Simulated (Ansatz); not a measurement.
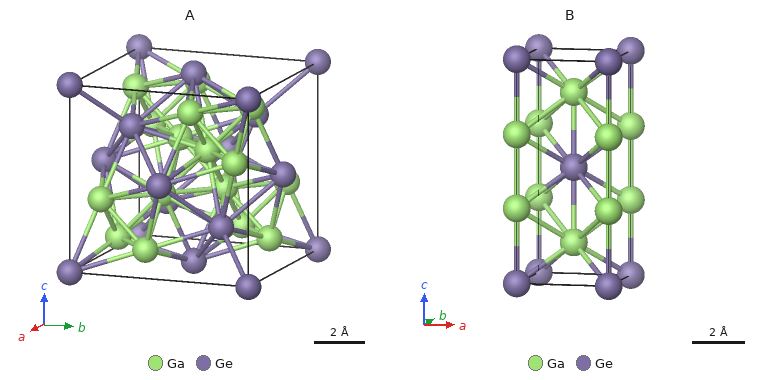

Two structures of Ga₂Ge, each relaxed to rest (conventional cells in solid outline, small ones repeated, not to one scale). Method: DFT PBE, scalar-relativistic, plane waves, PAW in Ansatz, without spin polarisation.

**What are A and B?**

A: cubic Laves phase (C15, MgCu₂ type), Fd-3m. B: 6 atoms a cell on a body-centred tetragonal lattice, I4/mmm.

**Which has the lower energy, and by how much?**

B is lower, by 98 meV/atom at this level of theory (energies at zero smearing). Volumes: A 19.7, B 19.2 Å³/atom.

One or both may be structure types tried for this composition rather than known phases.
